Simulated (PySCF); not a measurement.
**Energy and gradient calculation, with input and output: CH$_{8}$AsNSi**

CH$_{8}$AsNSi, SMILES C[SiH](N)[AsH2], computed with MP2/pcseg-1, RHF (PySCF 2.14.0).

The geometry comes from this level: GFN2-xTB.

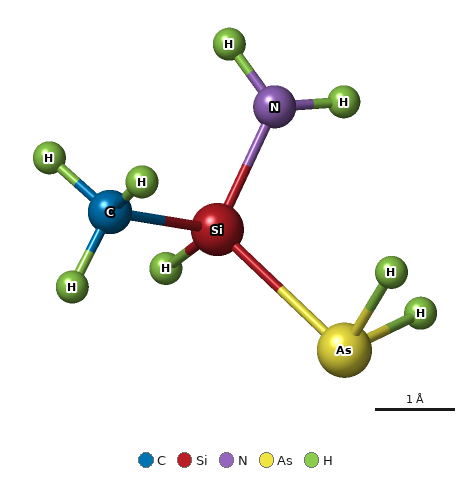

The structure (ball-and-stick view, seen at a tilt). Bond lengths as drawn: As–H 1.50 Å, As–Si 2.34 Å, C–H 1.08 to 1.09 Å, C–Si 1.90 Å, H–N 1.01 Å, H–Si 1.49 Å and N–Si 1.73 Å.

**Input file (job.py)**
```python
from pyscf import gto, scf, mp

mol = gto.M(
    atom='''
C   -1.134390   1.263470   0.388410
Si   0.282720   0.263380  -0.387920
N    1.214290  -0.334960   0.941080
As  -0.534920  -1.534220  -1.636580
H   -0.766040   2.117570   0.946620
H   -1.799830   1.637790  -0.384800
H   -1.722460   0.651830   1.066200
H    1.042970   1.187200  -1.269120
H    1.892320  -1.059040   0.763020
H    1.575400   0.309660   1.626920
H   -0.870070  -2.314300  -0.399980
H    0.820000  -2.188370  -1.653860
''',
    charge=0,
    verbose=4,
    spin=0,
    max_memory=1860,
    basis='pcseg-1',
)

mf = scf.RHF(mol)
mf.conv_tol = 1e-10
mf.kernel()
if not mf.converged:
    mf = mf.newton().run(mf.mo_coeff, mf.mo_occ)

pt = mp.MP2(mf, frozen=16).run()
e_final = pt.e_tot
print(f'total energy: {e_final:.8f} hartree')
grad = pt.nuc_grad_method().kernel()
dip = mf.dip_moment()
pop, q = mf.mulliken_pop()
```

Run as:
```bash
OMP_NUM_THREADS=1 python job.py
```

**Output**
```
PySCF version 2.14.0

[INPUT] num. atoms = 12
[INPUT] num. electrons = 68
[INPUT] charge = 0
[INPUT] spin (= nelec alpha-beta = 2S) = 0
[INPUT] symmetry False subgroup None
[INPUT] Mole.unit = angstrom
[INPUT] Symbol           X                Y                Z      unit          X                Y                Z       unit  Magmom
[INPUT]  1 C     -1.134390000000   1.263470000000   0.388410000000 AA   -2.143686418445   2.387612266604   0.733988524042 Bohr   0.0
[INPUT]  2 Si     0.282720000000   0.263380000000  -0.387920000000 AA    0.534263369937   0.497716066688  -0.733062558241 Bohr   0.0
[INPUT]  3 N      1.214290000000  -0.334960000000   0.941080000000 AA    2.294675535798  -0.632982662684   1.778383461306 Bohr   0.0
[INPUT]  4 As    -0.534920000000  -1.534220000000  -1.636580000000 AA   -1.010852298552  -2.899255614830  -3.092687980941 Bohr   0.0
[INPUT]  5 H     -0.766040000000   2.117570000000   0.946620000000 AA   -1.447605800462   4.001627349595   1.788852544036 Bohr   0.0
[INPUT]  6 H     -1.799830000000   1.637790000000  -0.384800000000 AA   -3.401185770776   3.094974549551  -0.727166612733 Bohr   0.0
[INPUT]  7 H     -1.722460000000   0.651830000000   1.066200000000 AA   -3.254977660518   1.231780179775   2.014825994011 Bohr   0.0
[INPUT]  8 H      1.042970000000   1.187200000000  -1.269120000000 AA    1.970927656138   2.243482855084  -2.398289219208 Bohr   0.0
[INPUT]  9 H      1.892320000000  -1.059040000000   0.763020000000 AA    3.575966540037  -2.001295554959   1.441898827566 Bohr   0.0
[INPUT] 10 H      1.575400000000   0.309660000000   1.626920000000 AA    2.977074536640   0.585172591733   3.074433226577 Bohr   0.0
[INPUT] 11 H     -0.870070000000  -2.314300000000  -0.399980000000 AA   -1.644194009200  -4.373393170081  -0.755852655304 Bohr   0.0
[INPUT] 12 H      0.820000000000  -2.188370000000  -1.653860000000 AA    1.549575422143  -4.135419959214  -3.125342448373 Bohr   0.0

nuclear repulsion = 341.354053378807
number of shells = 28
number of NR pGTOs = 232
number of NR cGTOs = 113
basis = pcseg-1
ecp = {}

******** <class 'pyscf.scf.hf.RHF'> ********
method = RHF
initial guess = minao
damping factor = 0
level_shift factor = 0
DIIS = <class 'pyscf.scf.diis.CDIIS'>
diis_start_cycle = 1
diis_space = 8
diis_damp = 0
SCF conv_tol = 1e-10
SCF conv_tol_grad = None
SCF max_cycles = 50
direct_scf = True
direct_scf_tol = 1e-13
Set gradient conv threshold to 1e-05
Initial guess from minao.
init E= -2619.158434188
  HOMO = -0.274330489609862  LUMO = 0.0669916275327789  gap/eV = 9.28785
cycle= 1 E= -2619.76146500464  delta_E= -0.603  |g|= 0.328  |ddm|= 3.19
  HOMO = -0.35568261123402  LUMO = 0.121705332258616  gap/eV = 12.99039
cycle= 2 E= -2619.80229010895  delta_E= -0.0408  |g|= 0.099  |ddm|= 0.517
  HOMO = -0.356734976370747  LUMO = 0.130920719472477  gap/eV = 13.26979
cycle= 3 E= -2619.80591408891  delta_E= -0.00362  |g|= 0.0451  |ddm|= 0.159
  HOMO = -0.356926937452208  LUMO = 0.13240886299198  gap/eV = 13.31551
cycle= 4 E= -2619.80657233155  delta_E= -0.000658  |g|= 0.00813  |ddm|= 0.0673
  HOMO = -0.357503478054723  LUMO = 0.13204871208731  gap/eV = 13.32139
cycle= 5 E= -2619.80660750131  delta_E= -3.52e-05  |g|= 0.00214  |ddm|= 0.0178
  HOMO = -0.357670093631124  LUMO = 0.132099605526544  gap/eV = 13.32731
cycle= 6 E= -2619.80661109581  delta_E= -3.59e-06  |g|= 0.000602  |ddm|= 0.00614
  HOMO = -0.357730960485372  LUMO = 0.132083553241241  gap/eV = 13.32853
cycle= 7 E= -2619.806611447  delta_E= -3.51e-07  |g|= 0.000149  |ddm|= 0.00217
  HOMO = -0.357735161563765  LUMO = 0.132085960595457  gap/eV = 13.32871
cycle= 8 E= -2619.80661146799  delta_E= -2.1e-08  |g|= 3.05e-05  |ddm|= 0.000577
  HOMO = -0.357737358544783  LUMO = 0.132084954205555  gap/eV = 13.32874
cycle= 9 E= -2619.80661146886  delta_E= -8.76e-10  |g|= 9.51e-06  |ddm|= 0.000103
  HOMO = -0.357736612854936  LUMO = 0.132085431111274  gap/eV = 13.32874
cycle= 10 E= -2619.80661146892  delta_E= -5.64e-11  |g|= 2.52e-06  |ddm|= 3.33e-05
  HOMO = -0.357736918695095  LUMO = 0.132085237758228  gap/eV = 13.32874
```

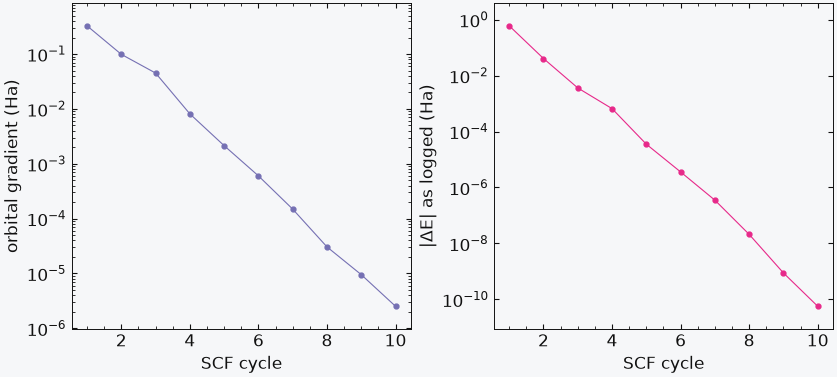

Convergence of the self-consistent field: orbital gradient and size of the energy change against the SCF cycle. The residual falls at every step.

```
Extra cycle  E= -2619.80661146893  delta_E= -1.36e-11  |g|= 1.14e-06  |ddm|= 6.31e-06
converged SCF energy = -2619.80661146893

******** <class 'pyscf.mp.mp2.RMP2'> ********
nocc = 18, nmo = 97
frozen orbitals 16
E(RMP2) = -2620.34253587993  E_corr = -0.535924410992673
E(SCS-RMP2) = -2620.34509224188  E_corr = -0.538480772943499
E_corr(same-spin) = -0.120725215670433
E_corr(oppo-spin) = -0.41519919532224
total energy: -2620.34253588 hartree
--------------- RMP2 gradients ---------------
         x                y                z
0 C    -0.0062174731     0.0090472813     0.0104524787
1 Si     0.0067231733    -0.0188455855    -0.0149634887
2 N     0.0000405402     0.0058500031    -0.0001349619
3 As     0.0025031254     0.0044835321     0.0076475218
4 H    -0.0041441309    -0.0052455579    -0.0031264359
5 H     0.0038603787    -0.0031205920     0.0038162145
6 H     0.0021061353     0.0042721319    -0.0033265062
7 H     0.0010664238     0.0016497165     0.0045068253
8 H    -0.0043376067     0.0044024493    -0.0000475564
9 H    -0.0014472785    -0.0046179295    -0.0041185101
10 H     0.0049232308     0.0010655156    -0.0051520219
11 H    -0.0050765184     0.0010590351     0.0044464409
----------------------------------------------
Dipole moment(X, Y, Z, Debye):  1.29891,  0.60140,  1.05724
 ** Mulliken pop  **
pop of  0 C 1s            1.99599
pop of  0 C 2s            0.69101
pop of  0 C 3s            0.53032
pop of  0 C 2px           0.70942
pop of  0 C 2py           0.69850
pop of  0 C 2pz           0.69061
pop of  0 C 3px           0.43677
pop of  0 C 3py           0.40620
pop of  0 C 3pz           0.40452
pop of  0 C 3dxy          0.00591
pop of  0 C 3dyz          0.00785
pop of  0 C 3dz^2         0.00106
pop of  0 C 3dxz          0.00787
pop of  0 C 3dx2-y2       0.00180
pop of  1 Si 1s           1.99987
pop of  1 Si 2s           2.00006
pop of  1 Si 3s           0.86504
pop of  1 Si 4s          -0.00751
pop of  1 Si 2px          1.99889
pop of  1 Si 2py          1.99875
pop of  1 Si 2pz          1.99903
pop of  1 Si 3px          0.60336
pop of  1 Si 3py          0.62302
pop of  1 Si 3pz          0.58860
pop of  1 Si 4px          0.00453
pop of  1 Si 4py         -0.01501
pop of  1 Si 4pz         -0.02170
pop of  1 Si 3dxy         0.05441
pop of  1 Si 3dyz         0.07107
pop of  1 Si 3dz^2        0.02877
pop of  1 Si 3dxz         0.07370
pop of  1 Si 3dx2-y2      0.02625
pop of  2 N 1s            1.99585
pop of  2 N 2s            0.78924
pop of  2 N 3s            0.69314
pop of  2 N 2px           0.85623
pop of  2 N 2py           0.79086
pop of  2 N 2pz           0.82510
pop of  2 N 3px           0.63111
pop of  2 N 3py           0.53189
pop of  2 N 3pz           0.57072
pop of  2 N 3dxy          0.00505
pop of  2 N 3dyz          0.00355
pop of  2 N 3dz^2         0.00164
pop of  2 N 3dxz          0.00283
pop of  2 N 3dx2-y2       0.00048
pop of  3 As 1s           1.99994
pop of  3 As 2s           2.00106
pop of  3 As 3s           2.00228
pop of  3 As 4s           1.02261
pop of  3 As 5s           0.77891
pop of  3 As 2px          1.99957
pop of  3 As 2py          1.99957
pop of  3 As 2pz          1.99959
pop of  3 As 3px          1.99487
pop of  3 As 3py          1.99480
pop of  3 As 3pz          1.99538
pop of  3 As 4px          0.47780
pop of  3 As 4py          0.47655
pop of  3 As 4pz          0.53377
pop of  3 As 5px          0.62989
pop of  3 As 5py          0.64101
pop of  3 As 5pz          0.76362
pop of  3 As 3dxy         2.00293
pop of  3 As 3dyz         2.00337
pop of  3 As 3dz^2        2.00296
pop of  3 As 3dxz         2.00266
pop of  3 As 3dx2-y2      2.00297
pop of  3 As 4dxy         0.03021
pop of  3 As 4dyz         0.04775
pop of  3 As 4dz^2        0.03210
pop of  3 As 4dxz         0.00837
pop of  3 As 4dx2-y2      0.02450
pop of  4 H 1s            0.76896
pop of  4 H 2s            0.09887
pop of  4 H 2px           0.00478
pop of  4 H 2py           0.01016
pop of  4 H 2pz           0.00601
pop of  5 H 1s            0.76983
pop of  5 H 2s            0.09945
pop of  5 H 2px           0.00766
pop of  5 H 2py           0.00443
pop of  5 H 2pz           0.00876
pop of  6 H 1s            0.76723
pop of  6 H 2s            0.09138
pop of  6 H 2px           0.00657
pop of  6 H 2py           0.00680
pop of  6 H 2pz           0.00744
pop of  7 H 1s            0.77807
pop of  7 H 2s            0.42763
pop of  7 H 2px           0.00207
pop of  7 H 2py           0.00322
pop of  7 H 2pz           0.00274
pop of  8 H 1s            0.71795
pop of  8 H 2s            0.04466
pop of  8 H 2px           0.01478
pop of  8 H 2py           0.01761
pop of  8 H 2pz           0.00775
pop of  9 H 1s            0.71681
pop of  9 H 2s            0.04484
pop of  9 H 2px           0.00912
pop of  9 H 2py           0.01402
pop of  9 H 2pz           0.01699
pop of  10 H 1s           0.72230
pop of  10 H 2s           0.19362
pop of  10 H 2px          0.00159
pop of  10 H 2py          0.00361
pop of  10 H 2pz          0.00714
pop of  11 H 1s           0.72465
pop of  11 H 2s           0.21265
pop of  11 H 2px          0.00747
pop of  11 H 2py          0.00300
pop of  11 H 2pz          0.00168
 ** Mulliken atomic charges  **
charge of    0C =     -0.58784
charge of    1Si =      1.10887
charge of    2N =     -0.69770
charge of    3As =     -0.46905
charge of    4H =      0.11121
charge of    5H =      0.10987
charge of    6H =      0.12058
charge of    7H =     -0.21374
charge of    8H =      0.19725
charge of    9H =      0.19823
charge of   10H =      0.07175
charge of   11H =      0.05056
```

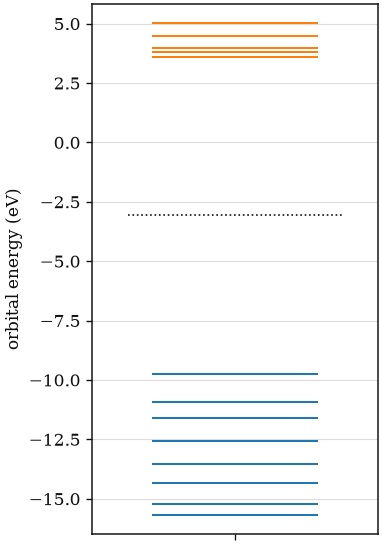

Orbital energies near the frontier (SCF reference); the dotted line parts filled from empty levels, and levels within 0.02 eV of each other stand side by side. Highest filled −9.73 eV, lowest empty 3.59 eV, 13.32 eV apart.

**Results in brief**

- outcome: converged
- total energy: −2620.342536 hartree
- SCF energy: −2619.806611 hartree
- correlation energy: −0.535924 hartree
- basis functions: 113
- largest force: 1.285 eV/Å
- HOMO of the SCF reference: −9.73 eV
- LUMO of the SCF reference: 3.59 eV
- hardware: 1 thread of Intel Xeon (Sapphire Rapids), 16 GiB of memory available, shared host
- wall time: 38 s
- peak memory: 1.4 GiB
